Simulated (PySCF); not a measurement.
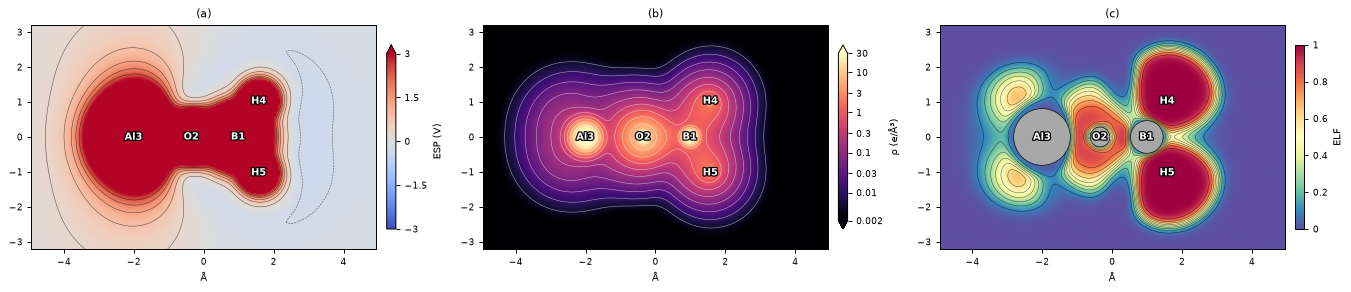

AlBH4O. (a) electrostatic potential; (b) electron density; (c) electron localisation function on the plane of atoms O2, B1 and H5. Grey discs cover the atomic cores in the ELF map.

Geometry: GFN2-xTB.

All numbers below come from PySCF 2.14.0, CAM-B3LYP/def2-SVPD, SCF density, gas phase.

```xyz
7

B    -1.5127   -0.1017   -0.1105
O    -0.1822   -0.0110   -0.0167
Al    1.4713    0.1005    0.0996
H    -2.0643    0.3978   -1.0230
H    -2.1137   -0.6794    0.7210
H     2.1028    1.4835    0.2884
H     2.3021   -1.1848    0.0141
```

Q: What do the fields say about this system?

A:
- Atoms in the plane: B, O, Al and H.
- B–O (1.34 Å): the density is about 2.2 e/Å³ at the midpoint; the ELF peaks at about 0.90 between the atoms; a polar covalent bond.
- Al–O (1.66 Å): ρ at the midpoint is about 0.87 e/Å³; the ELF peaks at about 0.85 in the valence shell of O, 0.6 Å from its nucleus, and is about 0.30 at the midpoint.
- B–H (1.18 Å): the density is about 1.3 e/Å³ at the midpoint; the ELF climbs to about 1 towards the hydrogen, as it does in any bond to H: an ordinary covalent bond to hydrogen.
- Outside the dense part of the molecule the potential is most negative (−0.4 V) near H4 and H5.
